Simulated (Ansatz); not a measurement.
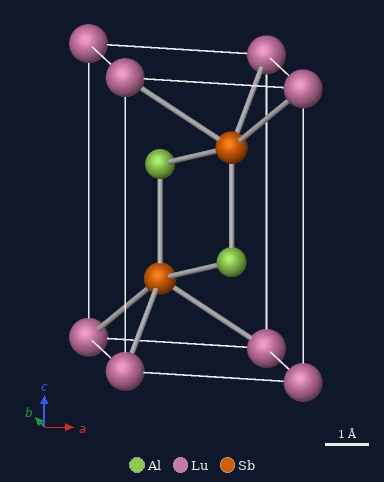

Ball-and-stick representation of a periodic structure, projected slightly off an axis. Thin lines show the simulation cell, with boundary atoms drawn in all their periodic places.

```
CELL_PARAMETERS angstrom
4.42485 0.00000 0.00000
-2.21242 3.83203 0.00000
0.00000 0.00000 7.03615
ATOMIC_POSITIONS crystal
Al 0.33330 0.66670 0.64150
Al 0.66670 0.33330 0.35850
Lu 0.00000 0.00000 0.00000
Sb 0.33330 0.66670 0.25137
Sb 0.66670 0.33330 0.74863
```

Computational set-up: Ansatz, DFT, PAW plane waves, PBEsol, E_cut = 420 eV, a 9×9×5 sampling of the Brillouin zone, Fermi-Dirac smearing of 0.1 eV, no spin polarisation.

### Give the Bader charge of each element.

Lu +1.32 e; Al +1.24 e; Sb -1.90 e.

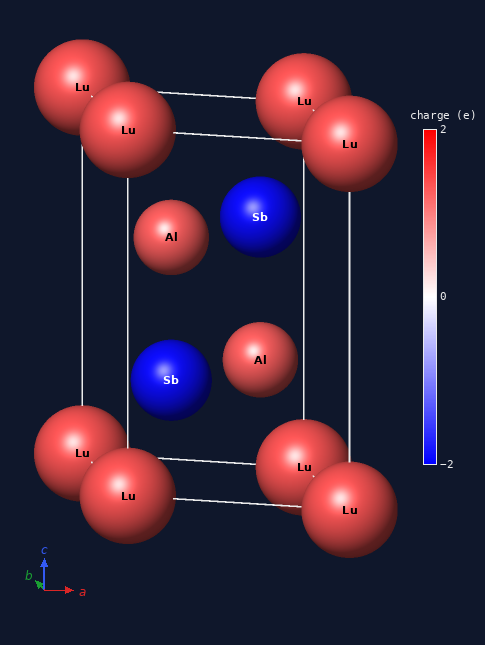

The atoms coloured by those charges.

The geometry is that of a generated cell, made by putting these elements into a known structure type (the compound may or may not exist in this form), without relaxation. An electronic-structure calculation with Ansatz was run on it.

At this level of theory the cell isn't at rest (forces up to 0.7 eV/Å), so its distances can differ from those at equilibrium, the more so the softer the solid.
